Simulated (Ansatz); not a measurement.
**Geometry relaxation, with input and output: BSiH6OF (part 1 of 2)**

- system: BSiH6OF
- method: RKS PBE0-D4/6-31G* (Ansatz 0.2.0)

It belongs to a series of runs on one base structure; here: end point A relaxed. Figures and captions count atoms from 1; the log counts them from 0 in places.

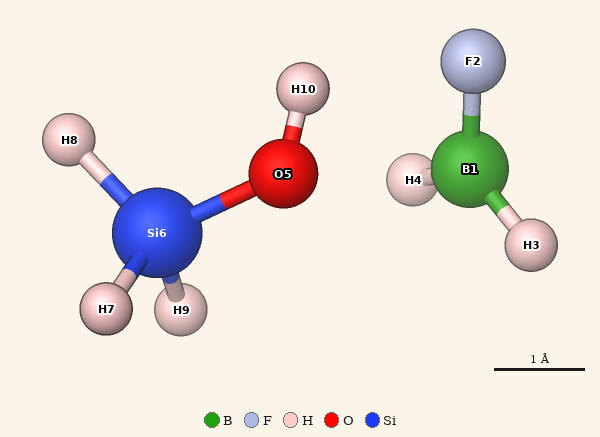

*The starting structure (ball-and-stick view, seen at a tilt; atoms are numbered from 1 in the order of the input).*

Bond lengths as drawn: B–F 1.33 Å, B–H 1.20 Å, H–O 0.98 Å, H–Si 1.49 Å and O–Si 1.67 Å.

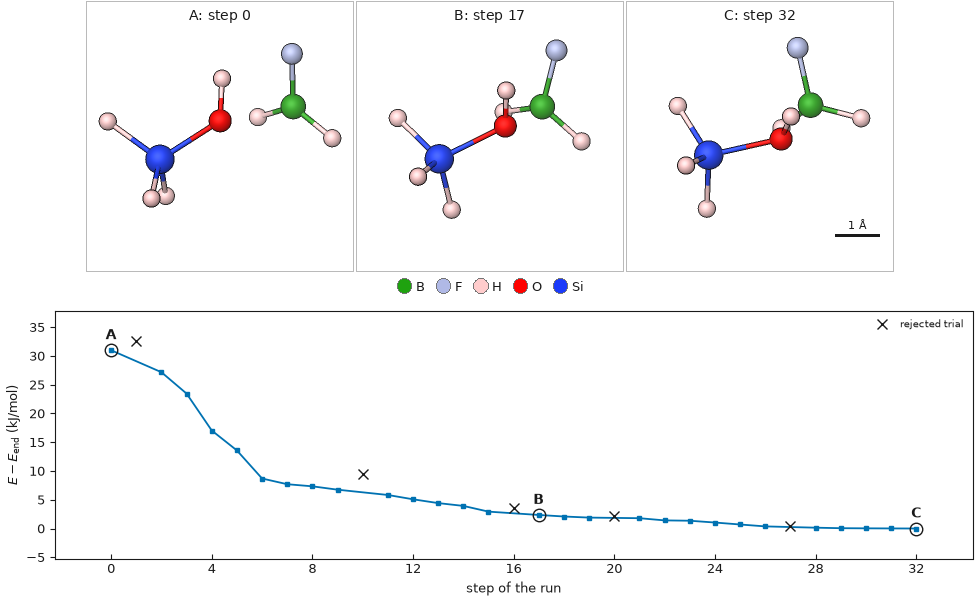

*Frames of the relaxation (ball-and-stick view, seen at a tilt) above the curves, on which the letters mark them (the first geometry is step 0 here and step 1 in the log).*

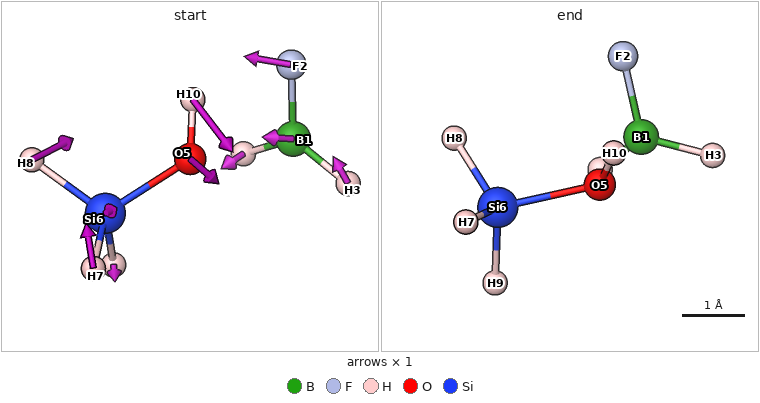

*Before (left) and after (right) the relaxation, at one scale (ball-and-stick view, seen at a tilt). The pink arrows give the displacements, at true length.*

The atom that moves furthest after the best rigid fit is H10 (1.27 Å). Largest moves by element: H 1.27 Å, F 0.80 Å, O 0.71 Å, B 0.60 Å, Si 0.35 Å. Among the contacts that change: O5–Si6 1.667 → 1.721 Å, B1–F2 1.329 → 1.374 Å, B1–H4 1.199 → 1.219 Å, Si6–H8 1.492 → 1.479 Å. Among the angles that change: H3–B1–H4 124.8° → 118.1°, Si6–O5–H10 122.3° → 116.5°, O5–Si6–H9 110.8° → 106.2°. After 32 geometry steps the energy has fallen by 31.0 kJ/mol. Largest force component: 0.76 eV/Å at the start, 0.0093 eV/Å at the end. The line search rejected the trial steps at points 1, 10, 16, 20, 27 (counted from 0) and went back. (Atoms are counted from 1 in the order of the input.)

These pictures come from the run below.

### Input file
```yaml
crystal:
  periodic: [false, false, false]
  atoms:
    - { symbol: B, position_ang: [0.088083, 0.447271, -0.008342] }
    - { symbol: F, position_ang: [0.045032, 0.538368, 1.317288] }
    - { symbol: H, position_ang: [1.150927, 0.594014, -0.540485] }
    - { symbol: H, position_ang: [-0.955476, 0.328944, -0.586546] }
    - { symbol: O, position_ang: [0.182772, -2.053177, 0.71364] }
    - { symbol: Si, position_ang: [-0.725593, -3.169787, -0.126864] }
    - { symbol: H, position_ang: [0.122942, -4.367051, -0.3566] }
    - { symbol: H, position_ang: [-1.95287, -3.569003, 0.621576] }
    - { symbol: H, position_ang: [-1.133311, -2.630394, -1.452075] }
    - { symbol: H, position_ang: [-0.169806, -1.566684, 1.490707] }
basis:
  gaussian: { orbitals: "6-31G*" }
hamiltonian:
  xc: pbe0
  dispersion: d4
relax:
  f_tol: 0.03
  max_steps: 50
```

Launched with:
```bash
ansatz run input.yaml --threads 1 --pin off --max-ram 2048MiB --backend cpu --events-out ev --progress --plain --runs-dir out
```

### Output
```
The last accepted step is kept in [file] (removed where the run ends without a failure and the disk answers)
Engine: ansatz 0.2.0, x86_64-unknown-linux-gnu
Functional definition: PBE0
  parameter a = 0.25
  parameter kappa = 0.804
  parameter beta = 0.06672455060314922
  exchange = (1 - a)*pbe_x(kappa = kappa, mu = beta*pi^2/3) + a*exact_x
  correlation = pbe_c(beta = beta)
814 factors; integrals over basis functions are off by at most 5.8e-4 eV
mean field evaluation 1: about -13403.3849 eV, gradient 4.7e1 eV
mean field evaluation 2: about -13397.4127 eV, gradient 7.4e1 eV
mean field evaluation 4: about -13406.9996 eV, gradient 2.9e0 eV
mean field evaluation 8: about -13407.0308 eV, gradient 6.0e-2 eV
mean field -13407.03076642 eV, -492.6992930539 hartree, gradient 8.5e-5 eV, S^2 0.000000; 0 other end points of the search recorded, 0 dependent functions left out
the calculation of the forces begins
reference -13407.03079230 eV, -492.6992940050 hartree; 21, 21 occupied and 55, 55 virtual orbitals, 814 factors
relax step   1: F+E_penalty+E_count = -13407.15001733 eV  Δ(F+E_penalty+E_count) = +0.000e0 eV  max|allowed force component| = 7.609e-1 eV/Å  Δτ_max = 0.0000 Å  (24 SCF iters, accepted)
these checks for a lower state are left out or cut short: starts, cluster_reference, orbital_swaps, neighbouring_geometries, increment
814 factors; integrals over basis functions are off by at most 5.9e-4 eV
mean field evaluation 16: about -13406.3296 eV, gradient 1.2e1 eV
mean field -13407.01123511 eV, -492.6985752918 hartree, gradient 8.3e-5 eV, S^2 0.000000; 0 other end points of the search recorded, 0 dependent functions left out
[... from here on the field's lines of each further geometry are left out, up to the last ...]
relax step   2: F+E_penalty+E_count = -13407.13259478 eV  Δ(F+E_penalty+E_count) = +1.742e-2 eV  max|allowed force component| = 1.102e0 eV/Å  Δτ_max = 0.1945 Å  (29 SCF iters, rejected (line search))
relax step   3: F+E_penalty+E_count = -13407.18964317 eV  Δ(F+E_penalty+E_count) = -3.963e-2 eV  max|allowed force component| = 6.849e-1 eV/Å  Δτ_max = 0.0953 Å  (26 SCF iters, accepted)
relax step   4: F+E_penalty+E_count = -13407.22817091 eV  Δ(F+E_penalty+E_count) = -3.853e-2 eV  max|allowed force component| = 6.133e-1 eV/Å  Δτ_max = 0.0968 Å  (27 SCF iters, accepted)
relax step   5: F+E_penalty+E_count = -13407.29466241 eV  Δ(F+E_penalty+E_count) = -6.649e-2 eV  max|allowed force component| = 7.043e-1 eV/Å  Δτ_max = 0.1469 Å  (26 SCF iters, accepted)
relax step   6: F+E_penalty+E_count = -13407.33058994 eV  Δ(F+E_penalty+E_count) = -3.593e-2 eV  max|allowed force component| = 1.824e0 eV/Å  Δτ_max = 0.1956 Å  (27 SCF iters, accepted)
relax step   7: F+E_penalty+E_count = -13407.38114559 eV  Δ(F+E_penalty+E_count) = -5.056e-2 eV  max|allowed force component| = 3.902e-1 eV/Å  Δτ_max = 0.0767 Å  (26 SCF iters, accepted)
relax step   8: F+E_penalty+E_count = -13407.39145038 eV  Δ(F+E_penalty+E_count) = -1.030e-2 eV  max|allowed force component| = 2.129e-1 eV/Å  Δτ_max = 0.0349 Å  (25 SCF iters, accepted)
relax step   9: F+E_penalty+E_count = -13407.39523420 eV  Δ(F+E_penalty+E_count) = -3.784e-3 eV  max|allowed force component| = 1.117e-1 eV/Å  Δτ_max = 0.0210 Å  (25 SCF iters, accepted)
relax step  10: F+E_penalty+E_count = -13407.40129048 eV  Δ(F+E_penalty+E_count) = -6.056e-3 eV  max|allowed force component| = 7.585e-2 eV/Å  Δτ_max = 0.1537 Å  (26 SCF iters, accepted)
relax step  11: F+E_penalty+E_count = -13407.37294176 eV  Δ(F+E_penalty+E_count) = +2.835e-2 eV  max|allowed force component| = 5.178e-1 eV/Å  Δτ_max = 0.2000 Å  (25 SCF iters, rejected (line search))
relax step  12: F+E_penalty+E_count = -13407.41082951 eV  Δ(F+E_penalty+E_count) = -9.539e-3 eV  max|allowed force component| = 5.357e-2 eV/Å  Δτ_max = 0.1000 Å  (24 SCF iters, accepted)
relax step  13: F+E_penalty+E_count = -13407.41860283 eV  Δ(F+E_penalty+E_count) = -7.773e-3 eV  max|allowed force component| = 8.033e-2 eV/Å  Δτ_max = 0.0975 Å  (24 SCF iters, accepted)
relax step  14: F+E_penalty+E_count = -13407.42546808 eV  Δ(F+E_penalty+E_count) = -6.865e-3 eV  max|allowed force component| = 2.077e-1 eV/Å  Δτ_max = 0.1448 Å  (23 SCF iters, accepted)
relax step  15: F+E_penalty+E_count = -13407.43050911 eV  Δ(F+E_penalty+E_count) = -5.041e-3 eV  max|allowed force component| = 2.015e-1 eV/Å  Δτ_max = 0.0713 Å  (25 SCF iters, accepted)
relax step  16: F+E_penalty+E_count = -13407.44083967 eV  Δ(F+E_penalty+E_count) = -1.033e-2 eV  max|allowed force component| = 1.373e-1 eV/Å  Δτ_max = 0.0926 Å  (24 SCF iters, accepted)
relax step  17: F+E_penalty+E_count = -13407.43396039 eV  Δ(F+E_penalty+E_count) = +6.879e-3 eV  max|allowed force component| = 8.608e-1 eV/Å  Δτ_max = 0.1912 Å  (25 SCF iters, rejected (line search))
relax step  18: F+E_penalty+E_count = -13407.44685308 eV  Δ(F+E_penalty+E_count) = -6.013e-3 eV  max|allowed force component| = 6.287e-2 eV/Å  Δτ_max = 0.0932 Å  (23 SCF iters, accepted)
relax step  19: F+E_penalty+E_count = -13407.44962324 eV  Δ(F+E_penalty+E_count) = -2.770e-3 eV  max|allowed force component| = 1.152e-1 eV/Å  Δτ_max = 0.0984 Å  (23 SCF iters, accepted)
relax step  20: F+E_penalty+E_count = -13407.45158961 eV  Δ(F+E_penalty+E_count) = -1.966e-3 eV  max|allowed force component| = 1.319e-1 eV/Å  Δτ_max = 0.0601 Å  (24 SCF iters, accepted)
relax step  21: F+E_penalty+E_count = -13407.44959623 eV  Δ(F+E_penalty+E_count) = +1.993e-3 eV  max|allowed force component| = 4.320e-1 eV/Å  Δτ_max = 0.1762 Å  (26 SCF iters, rejected (line search))
relax step  22: F+E_penalty+E_count = -13407.45268351 eV  Δ(F+E_penalty+E_count) = -1.094e-3 eV  max|allowed force component| = 1.515e-1 eV/Å  Δτ_max = 0.0736 Å  (24 SCF iters, accepted)
relax step  23: F+E_penalty+E_count = -13407.45662735 eV  Δ(F+E_penalty+E_count) = -3.944e-3 eV  max|allowed force component| = 1.207e-1 eV/Å  Δτ_max = 0.0950 Å  (25 SCF iters, accepted)
relax step  24: F+E_penalty+E_count = -13407.45722496 eV  Δ(F+E_penalty+E_count) = -5.976e-4 eV  max|allowed force component| = 3.190e-1 eV/Å  Δτ_max = 0.0901 Å  (24 SCF iters, accepted)
relax step  25: F+E_penalty+E_count = -13407.46049736 eV  Δ(F+E_penalty+E_count) = -3.272e-3 eV  max|allowed force component| = 2.485e-1 eV/Å  Δτ_max = 0.0360 Å  (24 SCF iters, accepted)
relax step  26: F+E_penalty+E_count = -13407.46400848 eV  Δ(F+E_penalty+E_count) = -3.511e-3 eV  max|allowed force component| = 1.105e-1 eV/Å  Δτ_max = 0.0723 Å  (24 SCF iters, accepted)
relax step  27: F+E_penalty+E_count = -13407.46743602 eV  Δ(F+E_penalty+E_count) = -3.428e-3 eV  max|allowed force component| = 8.570e-2 eV/Å  Δτ_max = 0.0853 Å  (24 SCF iters, accepted)
relax step  28: F+E_penalty+E_count = -13407.46693728 eV  Δ(F+E_penalty+E_count) = +4.987e-4 eV  max|allowed force component| = 2.868e-1 eV/Å  Δτ_max = 0.1288 Å  (26 SCF iters, rejected (line search))
relax step  29: F+E_penalty+E_count = -13407.46977114 eV  Δ(F+E_penalty+E_count) = -2.335e-3 eV  max|allowed force component| = 5.375e-2 eV/Å  Δτ_max = 0.0644 Å  (24 SCF iters, accepted)
relax step  30: F+E_penalty+E_count = -13407.47069196 eV  Δ(F+E_penalty+E_count) = -9.208e-4 eV  max|allowed force component| = 7.729e-2 eV/Å  Δτ_max = 0.0852 Å  (25 SCF iters, accepted)
relax step  31: F+E_penalty+E_count = -13407.47094603 eV  Δ(F+E_penalty+E_count) = -2.541e-4 eV  max|allowed force component| = 3.795e-2 eV/Å  Δτ_max = 0.0172 Å  (21 SCF iters, accepted)
relax step  32: F+E_penalty+E_count = -13407.47112915 eV  Δ(F+E_penalty+E_count) = -1.831e-4 eV  max|allowed force component| = 5.041e-2 eV/Å  Δτ_max = 0.0143 Å  (25 SCF iters, accepted)
the calculation of the forces begins
reference -13407.33550762 eV, -492.7104920867 hartree; 21, 21 occupied and 55, 55 virtual orbitals, 814 factors
relax step  33: F+E_penalty+E_count = -13407.47125823 eV  Δ(F+E_penalty+E_count) = -1.291e-4 eV  max|allowed force component| = 9.324e-3 eV/Å  Δτ_max = 0.0052 Å  (21 SCF iters, accepted)
814 factors; integrals over basis functions are off by at most 8.5e-4 eV
mean field -13407.33548300 eV, -492.7104911820 hartree, gradient 1.6e-5 eV, S^2 0.000000; 1 other end points of the search recorded, 0 dependent functions left out
the calculation of the forces begins
reference -13407.33550762 eV, -492.7104920867 hartree; 21, 21 occupied and 55, 55 virtual orbitals, 814 factors
Total energy: -13407.47128285 eV, -492.7154817343 hartree
Atom 0 at    -0.143126    -0.073124     0.158218 Å, force    -0.001035    -0.009324    -0.006173 eV/Å
Atom 1 at    -0.626828     0.077406     1.435080 Å, force    -0.002635     0.005839    -0.000484 eV/Å
Atom 2 at     0.842537     0.568075    -0.110132 Å, force    -0.005373     0.004780    -0.000074 eV/Å
Atom 3 at    -0.989415    -0.214679    -0.707064 Å, force     0.005263     0.006819     0.005874 eV/Å
Atom 4 at     0.465137    -1.674461     0.197653 Å, force     0.007221     0.001823     0.000957 eV/Å
Atom 5 at    -0.747643    -2.840356    -0.163304 Å, force    -0.001236    -0.005650     0.003367 eV/Å
Atom 6 at    -0.199570    -4.128683     0.337374 Å, force    -0.000618    -0.000218    -0.001142 eV/Å
Atom 7 at    -2.012890    -2.513446     0.528710 Å, force     0.000875     0.000939    -0.001582 eV/Å
Atom 8 at    -0.884106    -2.851117    -1.633263 Å, force    -0.000015     0.000836     0.001981 eV/Å
Atom 9 at     0.948603    -1.797113     1.029025 Å, force    -0.002446    -0.005843    -0.002725 eV/Å
Dipole moment:     0.147513    -0.841878     0.066224 e Å
```

### Trajectory as extended XYZ (Å, eV, eV/Å), 33 frames, from step=1 to step=33
```
10
Properties=species:S:1:pos:R:3:forces:R:3 step=1 energy=-13407.15002
B     0.0881    0.4473   -0.0083    0.0927  -0.2069  -0.1124
F     0.0450    0.5384    1.3173   -0.0569   0.1993   0.2568
H     1.1509    0.5940   -0.5405   -0.0430  -0.0178  -0.0145
H    -0.9555    0.3289   -0.5865    0.0160  -0.0059  -0.0221
O     0.1828   -2.0532    0.7136   -0.1711   0.6187   0.5552
Si   -0.7256   -3.1698   -0.1269   -0.0236  -0.0551   0.0354
H     0.1229   -4.3671   -0.3566    0.0004  -0.0104   0.0169
H    -1.9529   -3.5690    0.6216    0.0176   0.0359   0.0359
H    -1.1333   -2.6304   -1.4521   -0.0177   0.0461   0.0095
H    -0.1698   -1.5667    1.4907    0.1856  -0.6037  -0.7609
10
Properties=species:S:1:pos:R:3:forces:R:3 step=2 energy=-13407.13259 accepted=F
B     0.0915    0.3020    0.0483   -0.1358   1.1017   0.7846
F    -0.0031    0.7235    1.3525    0.1009  -0.8334  -1.0515
H     1.1480    0.4637   -0.4904    0.0486  -0.3511   0.0750
H    -0.9456    0.1982   -0.5447    0.0175  -0.2990   0.0496
O     0.1907   -1.9902    0.6407    0.2199   0.8696   0.2138
Si   -0.7197   -3.1416   -0.1502   -0.2809  -0.1961  -0.2497
H     0.1339   -4.3371   -0.3727    0.0071   0.0374   0.0370
H    -1.9274   -3.5279    0.6371    0.0761   0.0532   0.0512
H    -1.1650   -2.6106   -1.4676    0.0213  -0.0118   0.0390
H    -0.1507   -1.5273    1.4193   -0.0748  -0.3706   0.0511
10
Properties=species:S:1:pos:R:3:forces:R:3 step=3 energy=-13407.18964
B     0.0902    0.3718    0.0172   -0.0122   0.2600   0.2167
F     0.0199    0.6287    1.3341    0.0013  -0.1579  -0.2015
H     1.1515    0.5177   -0.5168    0.0052  -0.1747   0.0141
H    -0.9496    0.2552   -0.5684    0.0187  -0.1394  -0.0060
O     0.1807   -2.0087    0.6745    0.0360   0.6849   0.3209
Si   -0.7217   -3.1498   -0.1402   -0.1431  -0.1211  -0.0947
H     0.1336   -4.3433   -0.3656    0.0014   0.0111   0.0201
H    -1.9355   -3.5466    0.6314    0.0420   0.0399   0.0416
H    -1.1530   -2.6147   -1.4599    0.0062   0.0114   0.0222
H    -0.1632   -1.5579    1.4660    0.0445  -0.4140  -0.3333
10
Properties=species:S:1:pos:R:3:forces:R:3 step=4 energy=-13407.22817
B     0.0855    0.3209    0.0336   -0.0367   0.0559   0.4595
F    -0.0007    0.6550    1.3440    0.0325  -0.2276  -0.5267
H     1.1546    0.4234   -0.4957   -0.0220  -0.0727   0.0312
H    -0.9481    0.1701   -0.5563    0.0210   0.0112  -0.0077
O     0.1687   -1.9413    0.6364    0.1606   0.6133   0.1281
Si   -0.7174   -3.1147   -0.1536   -0.1929  -0.1712  -0.1376
H     0.1528   -4.2996   -0.3688   -0.0031   0.0195   0.0094
H    -1.9136   -3.5159    0.6433    0.0542   0.0428   0.0330
H    -1.1725   -2.5934   -1.4707    0.0282  -0.0071   0.0324
H    -0.1566   -1.5521    1.4600   -0.0419  -0.2642  -0.0217
10
Properties=species:S:1:pos:R:3:forces:R:3 step=5 energy=-13407.29466
B     0.0747    0.2149    0.0509   -0.0598  -0.2386   0.3425
F    -0.0314    0.6572    1.3333    0.0564  -0.1973  -0.4200
H     1.1515    0.2782   -0.4732   -0.0506   0.0448   0.0185
H    -0.9518    0.0641   -0.5534    0.0011   0.1982  -0.0745
O     0.1422   -1.8244    0.5955    0.0343   0.7043   0.6493
Si   -0.7092   -3.0469   -0.1720   -0.2676  -0.3056  -0.2225
H     0.1867   -4.2152   -0.3771   -0.0007   0.0426   0.0123
H    -1.8769   -3.4632    0.6596    0.0764   0.0592   0.0121
H    -1.1932   -2.5460   -1.4855    0.0630  -0.0016   0.0623
H    -0.1397   -1.5663    1.4943    0.1476  -0.3059  -0.3800
10
Properties=species:S:1:pos:R:3:forces:R:3 step=6 energy=-13407.33059
B     0.0441    0.0472    0.0612   -0.0461  -0.4421   0.0997
F    -0.0778    0.6120    1.2981    0.0477   0.1617   0.0501
H     1.1275    0.0846   -0.4593   -0.0355   0.2754  -0.1122
H    -0.9724   -0.0186   -0.5855    0.0169   0.2732  -0.1654
O     0.1062   -1.6720    0.5800   -0.2385  -0.1076   1.8243
Si   -0.6977   -2.9475   -0.1880   -0.3289  -0.4263  -0.4064
H     0.2331   -4.0913   -0.3792    0.0046   0.0822   0.0451
H    -1.8347   -3.3766    0.6785    0.0957   0.0654  -0.0236
H    -1.1913   -2.4532   -1.4969    0.0764  -0.0081   0.0918
H    -0.0843   -1.6320    1.5634    0.4075   0.1262  -1.4034
10
Properties=species:S:1:pos:R:3:forces:R:3 step=7 energy=-13407.38115
B     0.0469    0.0627    0.0621    0.0053  -0.0386  -0.1212
F    -0.0627    0.6231    1.2949    0.0058   0.0262   0.2181
H     1.1191    0.1539   -0.4777    0.0025  -0.0757   0.0013
H    -0.9618    0.0556   -0.6017   -0.0193  -0.0696  -0.0219
O     0.0994   -1.7159    0.6042   -0.0951   0.1963   0.3902
Si   -0.7107   -2.9829   -0.1850   -0.1047  -0.1525  -0.1571
H     0.2283   -4.1183   -0.3688   -0.0132   0.0164   0.0189
H    -1.8514   -3.4013    0.6760    0.0328   0.0138  -0.0318
H    -1.1786   -2.4720   -1.4944    0.0400  -0.0027   0.0581
H    -0.0758   -1.6525    1.5626    0.1458   0.0865  -0.3546
10
Properties=species:S:1:pos:R:3:forces:R:3 step=8 energy=-13407.39145
B     0.0387    0.0446    0.0683    0.0308  -0.0797   0.0360
F    -0.0600    0.6103    1.3106   -0.0018  -0.0362  -0.0373
H     1.1098    0.1248   -0.4765   -0.0145   0.0329  -0.0115
H    -0.9716    0.0373   -0.5960   -0.0050   0.0260   0.0134
O     0.0941   -1.6963    0.5955   -0.0491  -0.0044  -0.1670
Si   -0.7131   -2.9766   -0.1895   -0.0074  -0.0331  -0.0576
H     0.2307   -4.1091   -0.3563   -0.0017   0.0054   0.0147
H    -1.8539   -3.3879    0.6703   -0.0016   0.0049  -0.0174
H    -1.1660   -2.4660   -1.5007    0.0159   0.0002   0.0138
H    -0.0560   -1.6286    1.5465    0.0344   0.0839   0.2129
10
Properties=species:S:1:pos:R:3:forces:R:3 step=9 energy=-13407.39523
B     0.0352    0.0281    0.0715    0.0088  -0.0391   0.0097
F    -0.0564    0.5969    1.3154    0.0004  -0.0082  -0.0109
H     1.1011    0.1195   -0.4824   -0.0028   0.0271  -0.0130
H    -0.9776    0.0342   -0.5905   -0.0060   0.0230   0.0115
O     0.0879   -1.6851    0.5911   -0.0631  -0.0896  -0.0962
Si   -0.7151   -2.9742   -0.1918    0.0256   0.0272  -0.0119
H     0.2326   -4.1047   -0.3438    0.0013  -0.0005   0.0139
H    -1.8617   -3.3803    0.6608   -0.0108  -0.0001  -0.0055
H    -1.1554   -2.4638   -1.5056    0.0108   0.0003  -0.0092
H    -0.0378   -1.6181    1.5478    0.0358   0.0599   0.1117
```
